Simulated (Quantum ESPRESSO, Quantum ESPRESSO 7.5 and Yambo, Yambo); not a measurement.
# AlN (F-43m): G0W0 with Yambo, start to end

Wanted: ground state, empty states, screening and self-energy for AlN (F-43m).

Main program and level: Quantum ESPRESSO 7.5 and Yambo 5.3.0; PBE and many-body steps on it, plane waves.

## Step 1: The starting structure

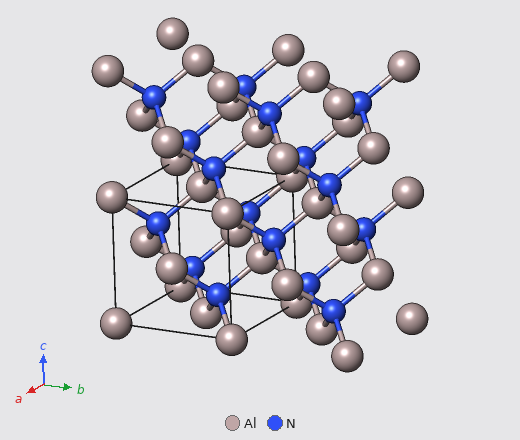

The cell as given, slightly off an axis (aluminium light grey, nitrogen blue). 1×2×2 cells are drawn. This picture shows the conventional cell, with its axes. Bonds to atoms that aren't drawn are left out. Some periodic images of atoms are drawn too.

The cell and positions are those that the Materials Project relaxed with its own functionals (PBE, PBE+U or r2SCAN), kept fixed. This is not the form that AlN usually takes at ambient conditions.

## Step 2: Ground state

This step: Quantum ESPRESSO 7.5; DFT, PBE, plane waves, norm-conserving pseudopotentials.

The ground-state density comes first.

Contents of pw.in:

```
&control
  calculation = 'scf'
  prefix = 'x'
  outdir = 'o'
  pseudo_dir = 'pseudo'
/
&system
  ibrav = 0
  nat = 2
  ntyp = 2
  ecutwfc = 72.0
  nbnd = 9
  force_symmorphic = .true.
/
&electrons
  conv_thr = 1e-10
  electron_maxstep = 80
  mixing_beta = 0.5
/
ATOMIC_SPECIES
  Al 26.982 Al.upf
  N 14.007 N.upf
CELL_PARAMETERS angstrom
  -0.0000000000 2.1839935596 2.1839935596
  2.1839935596 -0.0000000000 2.1839935596
  2.1839935596 2.1839935596 -0.0000000000
ATOMIC_POSITIONS crystal
  Al 0.0000000000 0.0000000000 0.0000000000
  N 0.7500000000 0.7500000000 0.7500000000
K_POINTS automatic
  8 8 8 0 0 0
```

Run with:

```console
> OMP_NUM_THREADS=1 mpirun -n 4 pw.x -nk 4 -in pw.in > pw.out
```

The program printed:

```text
Program PWSCF v.7.5 starts

     This program is part of the open-source Quantum ESPRESSO suite
     for quantum simulation of materials; please cite
         "P. Giannozzi et al., J. Phys.:Condens. Matter 21 395502 (2009);
         "P. Giannozzi et al., J. Phys.:Condens. Matter 29 465901 (2017);
         "P. Giannozzi et al., J. Chem. Phys. 152 154105 (2020);
     in publications or presentations arising from this work. More details at
     Message from routine setup:
     using ibrav=0 with symmetry is DISCOURAGED, use correct ibrav instead

     G-vector sticks info

     bravais-lattice index     =            0
     lattice parameter (alat)  =       5.8367  a.u.
     unit-cell volume          =     140.5985 (a.u.)^3
     number of atoms/cell      =            2
     number of atomic types    =            2
     number of electrons       =         8.00
     number of Kohn-Sham states=            9
     kinetic-energy cutoff     =      72.0000  Ry
     charge density cutoff     =     288.0000  Ry
     scf convergence threshold =      1.0E-10
     mixing beta               =       0.5000
     number of iterations used =            8  plain     mixing
     Exchange-correlation= PBE
                           (   1   4   3   4   0   0   0)

     celldm(1)=   5.836671  celldm(2)=   0.000000  celldm(3)=   0.000000
     celldm(4)=   0.000000  celldm(5)=   0.000000  celldm(6)=   0.000000

     crystal axes: (cart. coord. in units of alat)
               a(1) = (  -0.000000   0.707107   0.707107 )
               a(2) = (   0.707107  -0.000000   0.707107 )
               a(3) = (   0.707107   0.707107  -0.000000 )

     reciprocal axes: (cart. coord. in units 2 pi/alat)
               b(1) = ( -0.707107  0.707107  0.707107 )
               b(2) = (  0.707107 -0.707107  0.707107 )
               b(3) = (  0.707107  0.707107 -0.707107 )
     Pseudo is Norm-conserving + core correction, Zval =  3.0
     Generated using ONCVPSP code by D. R. Hamann
     Using radial grid of 1876 points,  6 beta functions with:
     Pseudo is Norm-conserving + core correction, Zval =  5.0
     Generated using ONCVPSP code by D. R. Hamann
     Using radial grid of 1058 points,  4 beta functions with:
     Al                3.00    26.98200     Al( 1.00)
     N                 5.00    14.00700     N ( 1.00)

     24 Sym. Ops. (no inversion) found

   Cartesian axes

     site n.     atom                  positions (alat units)
         1        Al     tau(   1) = (   0.0000000   0.0000000   0.0000000  )
         2        N      tau(   2) = (   1.0606602   1.0606602   1.0606602  )

     number of k points=    29
                       cart. coord. in units 2pi/alat
        k(    1) = (   0.0000000   0.0000000   0.0000000), wk =   0.0039062
        k(    2) = (   0.0883883   0.0883883  -0.0883883), wk =   0.0312500
        k(    3) = (   0.1767767   0.1767767  -0.1767767), wk =   0.0312500
        k(    4) = (   0.2651650   0.2651650  -0.2651650), wk =   0.0312500
        k(    5) = (  -0.3535534  -0.3535534   0.3535534), wk =   0.0156250
        k(    6) = (   0.1767767   0.0000000   0.0000000), wk =   0.0234375
        k(    7) = (   0.2651650   0.0883883  -0.0883883), wk =   0.0937500
        k(    8) = (   0.3535534   0.1767767  -0.1767767), wk =   0.0937500
        k(    9) = (  -0.2651650  -0.4419417   0.4419417), wk =   0.0937500
        k(   10) = (  -0.1767767  -0.3535534   0.3535534), wk =   0.0937500
     [... 17 further rows ...]
        k(   28) = (  -0.7071068   0.1767767  -0.0000000), wk =   0.0468750
        k(   29) = (  -0.7071068   0.3535534   0.0000000), wk =   0.0234375

     Dense  grid:    11575 G-vectors     FFT dimensions: (  32,  32,  32)

     Initial potential from superposition of free atoms

     starting charge       7.9975, renormalised to       8.0000
     Starting wfcs are    8 randomized atomic wfcs +    1 random wfcs

     per-process dynamical memory:    12.2 Mb

     Self-consistent Calculation

     iteration #  1     ecut=    72.00 Ry     beta= 0.50

     total energy              =     -25.41044135 Ry
     estimated scf accuracy    <       0.59633254 Ry

     iteration #  2     ecut=    72.00 Ry     beta= 0.50

     total energy              =     -25.57269851 Ry
     estimated scf accuracy    <       0.07137074 Ry

     iteration #  3     ecut=    72.00 Ry     beta= 0.50

     total energy              =     -25.58429561 Ry
     estimated scf accuracy    <       0.00448502 Ry

     iteration #  4     ecut=    72.00 Ry     beta= 0.50

     total energy              =     -25.58485928 Ry
     estimated scf accuracy    <       0.00106562 Ry

     iteration #  5     ecut=    72.00 Ry     beta= 0.50

     total energy              =     -25.58488594 Ry
     estimated scf accuracy    <       0.00010046 Ry

     iteration #  6     ecut=    72.00 Ry     beta= 0.50

     total energy              =     -25.58492076 Ry
     estimated scf accuracy    <       0.00004603 Ry

     iteration #  7     ecut=    72.00 Ry     beta= 0.50

     total energy              =     -25.58492394 Ry
     estimated scf accuracy    <       0.00000366 Ry

     iteration #  8     ecut=    72.00 Ry     beta= 0.50

     total energy              =     -25.58492411 Ry
     estimated scf accuracy    <       0.00000062 Ry

     iteration #  9     ecut=    72.00 Ry     beta= 0.50

     total energy              =     -25.58492418 Ry
     estimated scf accuracy    <       0.00000006 Ry

     iteration # 10     ecut=    72.00 Ry     beta= 0.50

     total energy              =     -25.58492420 Ry
     estimated scf accuracy    <          5.9E-09 Ry

     iteration # 11     ecut=    72.00 Ry     beta= 0.50

     total energy              =     -25.58492420 Ry
     estimated scf accuracy    <          9.2E-09 Ry

     iteration # 12     ecut=    72.00 Ry     beta= 0.50

     total energy              =     -25.58492420 Ry
     estimated scf accuracy    <          5.4E-10 Ry

     iteration # 13     ecut=    72.00 Ry     beta= 0.50

     total energy              =     -25.58492420 Ry
     estimated scf accuracy    <          1.1E-10 Ry

     iteration # 14     ecut=    72.00 Ry     beta= 0.50

     End of self-consistent calculation

          k = 0.0000 0.0000 0.0000 (  1459 PWs)   bands (ev):

    -8.0105   6.9566   6.9566   6.9566  11.1487  19.5460  19.5460  19.5460
    24.7019

          k = 0.0884 0.0884-0.0884 (  1438 PWs)   bands (ev):

    -7.7834   5.7786   6.8782   6.8782  12.0884  18.9662  19.7142  19.7142
    23.1487

          k = 0.1768 0.1768-0.1768 (  1447 PWs)   bands (ev):

    -7.1599   3.6989   6.7011   6.7011  13.4084  17.9339  19.3059  19.3059
    23.2695

          k = 0.2652 0.2652-0.2652 (  1441 PWs)   bands (ev):

     [... further k-points ...]

     highest occupied, lowest unoccupied level (ev):     6.9566   10.2814

!    total energy              =     -25.58492420 Ry
     estimated scf accuracy    <          2.7E-12 Ry

     The total energy is the sum of the following terms:
     one-electron contribution =      -0.92918075 Ry
     hartree contribution      =       5.64192463 Ry
     xc contribution           =      -8.49770887 Ry
     ewald contribution        =     -21.79995921 Ry

     convergence has been achieved in  14 iterations

     XML data file, charge density, pseudopotentials, collected wavefunctions

=------------------------------------------------------------------------------=
   JOB DONE.
=------------------------------------------------------------------------------=
```

The job ended after 2.4 s (4 MPI ranks of Arm Neoverse V1, shared host; peak memory 0.19 GiB; 9.4 s of CPU time).

Numbers from this step:

| Item | Value |
| --- | --- |
| total energy | -348.1006 eV |
| gap | 3.325 eV |
| k of the valence top | 0, 0, 0 |
| k of the conduction bottom | 0, -0.5, -0.5 |
| least direct gap | 4.192 eV |

The gap is indirect, with the least direct gap 0.87 eV higher.

## Step 3: Bands along the symmetry lines

The cheap functional maps the bands first; the places of the edges decide which points the dearer methods must see.

Contents of pw.in:

```
&control
  calculation = 'bands'
  prefix = 'x'
  outdir = 'o'
  pseudo_dir = 'pseudo'
/
&system
  ibrav = 0
  nat = 2
  ntyp = 2
  ecutwfc = 72.0
  nbnd = 10
  force_symmorphic = .true.
/
&electrons
  conv_thr = 1e-9
  electron_maxstep = 80
  diago_full_acc = .true.
  diago_thr_init = 5e-6
/
ATOMIC_SPECIES
  Al 26.982 Al.upf
  N 14.007 N.upf
CELL_PARAMETERS angstrom
  -0.0000000000 2.1839935596 2.1839935596
  2.1839935596 -0.0000000000 2.1839935596
  2.1839935596 2.1839935596 -0.0000000000
ATOMIC_POSITIONS crystal
  Al 0.0000000000 0.0000000000 0.0000000000
  N 0.7500000000 0.7500000000 0.7500000000
K_POINTS crystal
  50
  0.00000000 0.00000000 0.00000000 1
  -0.06250000 -0.06250000 0.00000000 1
  -0.12500000 -0.12500000 0.00000000 1
  -0.18750000 -0.18750000 0.00000000 1
  -0.25000000 -0.25000000 0.00000000 1
  -0.31250000 -0.31250000 0.00000000 1
  -0.37500000 -0.37500000 0.00000000 1
  -0.43750000 -0.43750000 0.00000000 1
  -0.50000000 -0.50000000 0.00000000 1
  -0.48437500 -0.48437500 0.03125000 1
  -0.46875000 -0.46875000 0.06250000 1
  -0.45312500 -0.45312500 0.09375000 1
  -0.43750000 -0.43750000 0.12500000 1
  -0.42187500 -0.42187500 0.15625000 1
  -0.40625000 -0.40625000 0.18750000 1
  -0.39062500 -0.39062500 0.21875000 1
  -0.37500000 -0.37500000 0.25000000 1
  -0.37500000 0.00000000 0.37500000 1
  -0.32812500 0.00000000 0.32812500 1
  -0.28125000 0.00000000 0.28125000 1
  -0.23437500 0.00000000 0.23437500 1
  -0.18750000 0.00000000 0.18750000 1
  -0.14062500 0.00000000 0.14062500 1
  -0.09375000 0.00000000 0.09375000 1
  -0.04687500 0.00000000 0.04687500 1
  0.00000000 0.00000000 0.00000000 1
  0.00000000 0.00000000 0.06250000 1
  0.00000000 0.00000000 0.12500000 1
  0.00000000 0.00000000 0.18750000 1
  0.00000000 0.00000000 0.25000000 1
  0.00000000 0.00000000 0.31250000 1
  0.00000000 0.00000000 0.37500000 1
  0.00000000 0.00000000 0.43750000 1
  0.00000000 0.00000000 0.50000000 1
  -0.06250000 -0.03125000 0.46875000 1
  -0.12500000 -0.06250000 0.43750000 1
  -0.18750000 -0.09375000 0.40625000 1
  -0.25000000 -0.12500000 0.37500000 1
  -0.31250000 -0.15625000 0.34375000 1
  -0.37500000 -0.18750000 0.31250000 1
  -0.43750000 -0.21875000 0.28125000 1
  -0.50000000 -0.25000000 0.25000000 1
  -0.50000000 -0.28125000 0.21875000 1
  -0.50000000 -0.31250000 0.18750000 1
  -0.50000000 -0.34375000 0.15625000 1
  -0.50000000 -0.37500000 0.12500000 1
  -0.50000000 -0.40625000 0.09375000 1
  -0.50000000 -0.43750000 0.06250000 1
  -0.50000000 -0.46875000 0.03125000 1
  -0.50000000 -0.50000000 0.00000000 1
```

The program printed:

```text
[banner, memory and clock lines left out]
Program PWSCF v.7.5 starts

     Atomic positions and unit cell read from directory:
     o/x.save/

     Message from routine setup:
     using ibrav=0 with symmetry is DISCOURAGED, use correct ibrav instead

     G-vector sticks info

     bravais-lattice index     =            0
     lattice parameter (alat)  =       5.8367  a.u.
     unit-cell volume          =     140.5985 (a.u.)^3
     number of atoms/cell      =            2
     number of atomic types    =            2
     number of electrons       =         8.00
     number of Kohn-Sham states=           10
     kinetic-energy cutoff     =      72.0000  Ry
     charge density cutoff     =     288.0000  Ry
     Exchange-correlation= PBE
                           (   1   4   3   4   0   0   0)

     celldm(1)=   5.836671  celldm(2)=   0.000000  celldm(3)=   0.000000
     celldm(4)=   0.000000  celldm(5)=   0.000000  celldm(6)=   0.000000

     crystal axes: (cart. coord. in units of alat)
               a(1) = (  -0.000000   0.707107   0.707107 )
               a(2) = (   0.707107  -0.000000   0.707107 )
               a(3) = (   0.707107   0.707107  -0.000000 )

     reciprocal axes: (cart. coord. in units 2 pi/alat)
               b(1) = ( -0.707107  0.707107  0.707107 )
               b(2) = (  0.707107 -0.707107  0.707107 )
               b(3) = (  0.707107  0.707107 -0.707107 )
     Pseudo is Norm-conserving + core correction, Zval =  3.0
     Generated using ONCVPSP code by D. R. Hamann
     Using radial grid of 1876 points,  6 beta functions with:
     Pseudo is Norm-conserving + core correction, Zval =  5.0
     Generated using ONCVPSP code by D. R. Hamann
     Using radial grid of 1058 points,  4 beta functions with:
     Al                3.00    26.98200     Al( 1.00)
     N                 5.00    14.00700     N ( 1.00)

     24 Sym. Ops. (no inversion) found

   Cartesian axes

     site n.     atom                  positions (alat units)
         1        Al     tau(   1) = (   0.0000000   0.0000000   0.0000000  )
         2        N      tau(   2) = (   1.0606602   1.0606602   1.0606602  )

     number of k points=    50
                       cart. coord. in units 2pi/alat
        k(    1) = (   0.0000000   0.0000000   0.0000000), wk =   0.0400000
        k(    2) = (   0.0000000   0.0000000  -0.0883883), wk =   0.0400000
        k(    3) = (   0.0000000   0.0000000  -0.1767767), wk =   0.0400000
[...]
[... 38 further rows ...]
        k(   49) = (   0.0441942  -0.0000000  -0.7071068), wk =   0.0400000
        k(   50) = (   0.0000000   0.0000000  -0.7071068), wk =   0.0400000

     Dense  grid:    11575 G-vectors     FFT dimensions: (  32,  32,  32)

     The potential is recalculated from file :
     o/x.save/charge-density

     Starting wfcs are    8 randomized atomic wfcs +    2 random wfcs

     Band Structure Calculation

     End of band structure calculation

          k = 0.0000 0.0000 0.0000 (  1459 PWs)   bands (ev):

    -8.0105   6.9566   6.9566   6.9566  11.1487  19.5460  19.5460  19.5460
    24.7019  24.7020

          k = 0.0000 0.0000-0.0884 (  1443 PWs)   bands (ev):

    -7.9337   6.6069   6.8734   6.8734  11.5310  19.2837  19.6564  19.6564
    22.9885  24.8199

          k = 0.0000 0.0000-0.1768 (  1439 PWs)   bands (ev):

    -7.7081   5.8262   6.6453   6.6453  12.3451  18.6407  19.9667  19.9667
    20.8183  25.1734

          k =-0.0000 0.0000-0.2652 (  1447 PWs)   bands (ev):

[...]
k = 0.0000 0.0000-0.3536 (  1475 PWs)   bands (ev):

[...]
k = 0.0000-0.0000-0.4419 (  1447 PWs)   bands (ev):

[...]
k =-0.0000 0.0000-0.5303 (  1451 PWs)   bands (ev):

[...]
k = 0.0000-0.0000-0.6187 (  1452 PWs)   bands (ev):

[...]
k = 0.5303-0.0000-0.5303 (  1472 PWs)   bands (ev):

[...]
k = 0.0000 0.0000 0.0000 (  1459 PWs)   bands (ev):

[...]
k = 0.1326 0.0000-0.7071 (  1448 PWs)   bands (ev):

[...]
k = 0.0884-0.0000-0.7071 (  1448 PWs)   bands (ev):

[...]
k = 0.0442-0.0000-0.7071 (  1442 PWs)   bands (ev):

    -5.3232   2.0805   5.1361   5.1368  10.3752  15.6803  20.8434  22.5096
    22.6842  30.5374

          k = 0.0000 0.0000-0.7071 (  1428 PWs)   bands (ev):

    -5.3253   2.0589   5.1811   5.1811  10.2814  15.6083  20.8766  22.6540
    22.6540  30.4717

     XML data file, pseudopotentials, collected wavefunctions
```

It took 1.6 s on 4 MPI ranks; peak memory 0.05 GiB; 6.1 s of CPU time.

Numbers from this step:

| Item | Value |
| --- | --- |
| gap | 3.325 eV |
| k of the valence top | 0, 0, 0 |
| k of the conduction bottom | -0.5, -0.5, 0 |
| least direct gap | 4.192 eV |

The gap is 3.325 eV, as in the run before at this level.

Electronic bands along the path, in eV, zero at the top of the highest filled band; v1 is the highest filled band, c1 the lowest empty one:

```tsv
point	v4	v3	v2	v1	c1	c2	c3	c4
Γ	-14.97	0.00	0.00	0.00	4.19	12.59	12.59	12.59
X	-12.28	-4.90	-1.78	-1.78	3.32	8.65	13.92	15.70
U	-12.30	-4.25	-3.63	-1.37	5.17	10.12	13.05	14.17
jump to K	-12.30	-4.25	-3.63	-1.37	5.17	10.12	13.05	14.17
Γ	-14.97	0.00	0.00	0.00	4.19	12.59	12.59	12.59
L	-12.92	-5.86	-0.48	-0.48	7.39	9.85	11.17	11.17
W	-12.23	-3.77	-3.44	-2.70	6.05	11.45	11.98	12.16
X	-12.28	-4.90	-1.78	-1.78	3.32	8.65	13.92	15.70
```

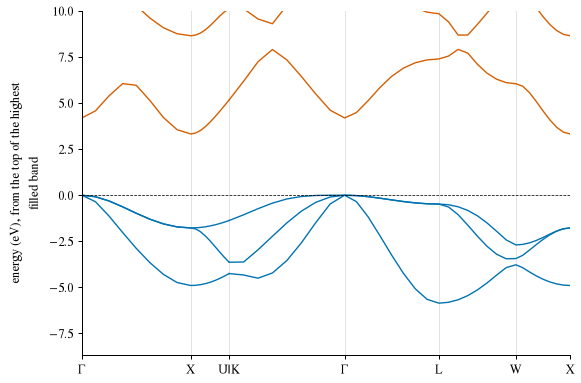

Electronic bands along the path; lines of filled and empty bands in two colours.

[end of part 1 of 3]

[Paths, hosts, dates, memory and timing lines, banners, echoed tables and standing remarks are left out of the program output.]

[Logs are printed without paths, hosts, clocks, repeated set-up lines and the standing remarks that a program may print on its own settings, such as how far it seeks lower states.]

[Runs of the session that timed out or met a known fault of the program may be left out.]

[Hosts, paths, dates, database ids (printed as entryN), source tags and the programs' standing remarks are cut or masked in the printed files.]
